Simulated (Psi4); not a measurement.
# TPSSh/6-311+G(d,p) run of AlCl3 (aluminium trichloride (monomer))

Aim: the vertical singlet–triplet gap of AlCl3 (aluminium trichloride (monomer)) at TPSSh/6-311+G**, from 2 runs. 

Program for the calculation: Psi4 1.11.

**1. The molecule**

The species is AlCl3 (4 atoms), meant as a singlet with charge 0. As SMILES, `Cl[Al](Cl)Cl`. The shape is that of a PBE0-D4/def2-TZVP optimisation.

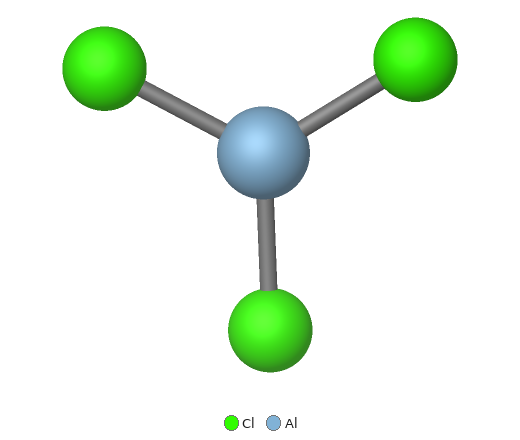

The structure, seen from a chosen angle (chlorine green, aluminium light blue).

**2. Energy and forces at TPSSh/6-311+G(d,p)**

alcl3.xyz

```xyz
4
AlCl3
Cl    -1.135050    -0.108440     1.726210
Al     0.000010     0.000000    -0.000020
Cl     1.741960    -1.104030    -0.163630
Cl    -0.606920     1.212480    -1.562570
```

run.py

```python
import numpy as np
from ase.calculators.psi4 import Psi4
from ase.io import read

a = read('alcl3.xyz')
calc = Psi4(atoms=a, method='tpssh', basis='6-311+G**', memory='2200MB', num_threads=1, charge=0, multiplicity=1, label='calc')
calc.psi4.set_options({'puream': True, 'e_convergence': 1e-09, 'd_convergence': 1e-08, 'scf_type': 'pk', 'dft_radial_points': 99, 'dft_spherical_points': 590})
a.calc = calc

forces = a.get_forces()
print(f'energy: {a.get_potential_energy():.6f} eV')
print('forces / eV A^-1')
print(np.round(forces, 5))
```

Started as:

```sh
python run.py
```

calc.dat:

```text
[...]
  Running in c1 symmetry.
[...]
  Nuclear repulsion =  297.623989262121370
[...]
  Multiplicity = 1
[...]
  Nalpha       = 32
  Nbeta        = 32
[...]
    Number of basis functions: 120
[...]
   @RKS iter   1: -1623.23506034000366   -1.38067e-01   4.23260e-03 DIIS/ADIIS
[...]
   @RKS iter   8: -1623.33211352725402   -5.79803e-11   8.65721e-09 DIIS
[...]
    Orbital Energies [Eh]
    ---------------------
    Doubly Occupied:
       1A   -101.408690     2A   -101.408690     3A   -101.408689
       4A    -55.995544     5A     -9.398824     6A     -9.398823
       7A     -9.398814     8A     -7.145677     9A     -7.145676
      10A     -7.145676    11A     -7.141285    12A     -7.141285
      13A     -7.141283    14A     -7.140362    15A     -7.140361
      16A     -7.140360    17A     -4.168311    18A     -2.715606
      19A     -2.710524    20A     -2.710524    21A     -0.829515
      22A     -0.812878    23A     -0.812877    24A     -0.458314
      25A     -0.396775    26A     -0.396774    27A     -0.361534
      28A     -0.344783    29A     -0.344782    30A     -0.338572
      31A     -0.338570    32A     -0.320461
[...]
  @RKS Final Energy: -1623.33211352725402
   => Energetics <=
    Nuclear Repulsion Energy =            297.6239892621213698
    One-Electron Energy =               -2836.7741804568795487
    Two-Electron Energy =                1009.3120016785931057
    DFT Exchange-Correlation Energy =     -93.4939240110889500
    Empirical Dispersion Energy =           0.0000000000000000
    VV10 Nonlocal Energy =                  0.0000000000000000
    Total Energy =                      -1623.3321135272537958
[...]
 Multipole Moments:
 ------------------------------------------------------------------------------------
     Multipole            Electronic (a.u.)      Nuclear  (a.u.)        Total (a.u.)
 ------------------------------------------------------------------------------------
 L = 1.  Multiply by 2.5417464519 to convert [e a0] to [Debye]
 Dipole X            :          0.0000271           -0.0000023            0.0000248
 Dipole Y            :         -0.0000077            0.0000006           -0.0000072
 Dipole Z            :         -0.0000447            0.0000041           -0.0000405
 Magnitude           :                                                    0.0000481
[...]
  -Total Gradient:
     Atom            X                  Y                   Z
    ------   -----------------  -----------------  -----------------
       1        0.002218473319     0.000208153878    -0.003366256251
       2       -0.000000917817    -0.000000360439     0.000001278772
       3       -0.003385579043     0.002135152051     0.000338951615
       4        0.001183178391    -0.002351637744     0.003022820558
[...]
```

The script printed:

```text
energy: -44173.116787 eV
forces / eV A^-1
[[-1.1408e-01 -1.0700e-02  1.7310e-01]
 [ 5.0000e-05  2.0000e-05 -7.0000e-05]
 [ 1.7409e-01 -1.0979e-01 -1.7430e-02]
 [-6.0840e-02  1.2093e-01 -1.5544e-01]]
```

Run time: 47 s. Hardware: 1 thread of Intel Xeon Platinum 8259CL at 2.50GHz (Skylake/Cascade Lake), shared host; peak memory 0.78 GiB.

**3. The triplet: the energy at UTPSSh/6-311+G(d,p)**

calc.dat

```
memory 2200 MB

molecule {
  0 3
  Cl    -2.14493364    -0.20492190     3.26206413
  Al     0.00001890     0.00000000    -0.00003779
  Cl     3.29182732    -2.08631433    -0.30921589
  Cl    -1.14691258     2.29125513    -2.95282935
  units au
  symmetry c1
}

set basis 6-311+G**
set reference uks
set puream true
set e_convergence 1e-09
set d_convergence 1e-08
set scf_type pk
set dft_radial_points 99
set dft_spherical_points 590
set maxiter 100

e_tot, wfn = energy("tpssh", return_wfn=True)
print_variables()
```

Started as:

```sh
psi4 calc.dat calc.out -n 1
```

calc.out:

```text
[...]
  Running in c1 symmetry.
[...]
  Nuclear repulsion =  297.623989508481714
[...]
  Multiplicity = 3
[...]
  Nalpha       = 33
  Nbeta        = 31
[...]
    Number of basis functions: 120
[...]
   @UKS iter   1: -1623.02471150040924    7.22792e-02   3.93273e-03 ADIIS/DIIS
[...]
   @UKS iter  13: -1623.11189731286163   -1.81899e-12   1.19217e-09 DIIS
[...]
   @S^2 Observed:                2.005692185E+00
[...]
    Orbital Energies [Eh]
    ---------------------
    Alpha Occupied:
       1A   -101.437859     2A   -101.437857     3A   -101.437857
       4A    -55.957010     5A     -9.428280     6A     -9.428279
       7A     -9.428270     8A     -7.176666     9A     -7.176665
      10A     -7.176665    11A     -7.172334    12A     -7.172331
      13A     -7.172330    14A     -7.168508    15A     -7.168507
      16A     -7.168507    17A     -4.132333    18A     -2.676045
      19A     -2.676045    20A     -2.675541    21A     -0.858471
      22A     -0.844285    23A     -0.844285    24A     -0.474727
      25A     -0.418790    26A     -0.418789    27A     -0.384036
      28A     -0.384034    29A     -0.379978    30A     -0.366578
      31A     -0.358304    32A     -0.358304    33A     -0.114307
[...]
  @UKS Final Energy: -1623.11189731286163
   => Energetics <=
    Nuclear Repulsion Energy =            297.6239895084817135
    One-Electron Energy =               -2835.7136929773241718
    Two-Electron Energy =                1008.4016768892398659
    DFT Exchange-Correlation Energy =     -93.4238707332590224
    Empirical Dispersion Energy =           0.0000000000000000
    VV10 Nonlocal Energy =                  0.0000000000000000
    Total Energy =                      -1623.1118973128616290
[...]
 Multipole Moments:
 ------------------------------------------------------------------------------------
     Multipole            Electronic (a.u.)      Nuclear  (a.u.)        Total (a.u.)
 ------------------------------------------------------------------------------------
 L = 1.  Multiply by 2.5417464519 to convert [e a0] to [Debye]
 Dipole X            :          0.0000183           -0.0000023            0.0000160
 Dipole Y            :          0.0000374            0.0000006            0.0000380
 Dipole Z            :          0.0000296            0.0000041            0.0000337
 Magnitude           :                                                    0.0000533
[...]
```

Run time: 70 s. Hardware: 1 thread of Intel Xeon Platinum 8259CL at 2.50GHz (Skylake/Cascade Lake), shared host; peak memory 0.77 GiB.

**4. Summary of results**

Level: TPSSh/6-311+G**.

```
                                        quantity           value
                           singlet: total energy  -1623.33211 Eh
                          singlet: dipole moment          0.00 D
                            singlet: HOMO energy        -8.72 eV
                            singlet: LUMO energy        -1.95 eV
                          singlet: HOMO–LUMO gap         6.77 eV
               singlet: largest force on an atom      0.208 eV/Å
                           triplet: total energy  -1623.11190 Eh
                          triplet: dipole moment          0.00 D
     triplet: HOMO energy (highest over α and β)        -3.11 eV
                                   triplet: ⟨S²⟩           2.006
vertical energy of the triplet above the singlet        5.992 eV
```

At this shape the triplet lies 5.99 eV (578 kJ/mol) above the singlet.
